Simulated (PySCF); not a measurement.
Molecule: H4BrF3Si3, SMILES F[Si](F)(F)[SiH2][SiH2]Br. Atoms near the plane z = 0.0 Å, at the GFN2-xTB optimised geometry (x, y, z in Å): F1 (1.6, 0.4, 0.0), Si2 (0.0, 0.4, 0.0), F4 (-0.4, 2.0, 0.0).

Level of theory: B3LYP/def2-TZVP (PySCF 2.14.0). Cells within 0.4 Å of a nucleus heavier than hydrogen are left out (blank, or x). The values are rescaled to run from 0 to 1.

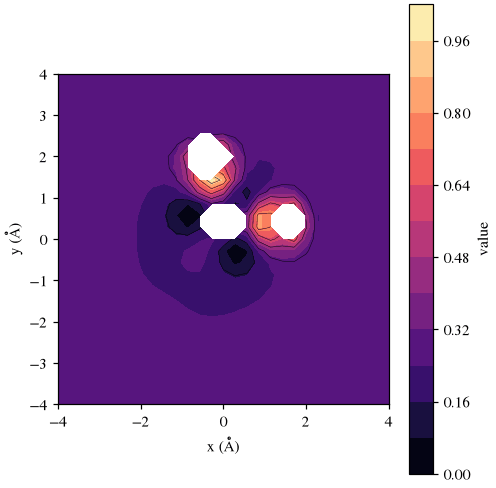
a field on the plane z = 0.0 Å.

Q: Which quantity is mapped?
A. an orbital amplitude
B. log10 of the electron density
C. electron localisation function
D. deformation density (molecule minus spherical neutral atoms)

A: D, deformation density (molecule minus spherical neutral atoms). In full: deformation density (molecule minus spherical neutral atoms) (e/bohr³).
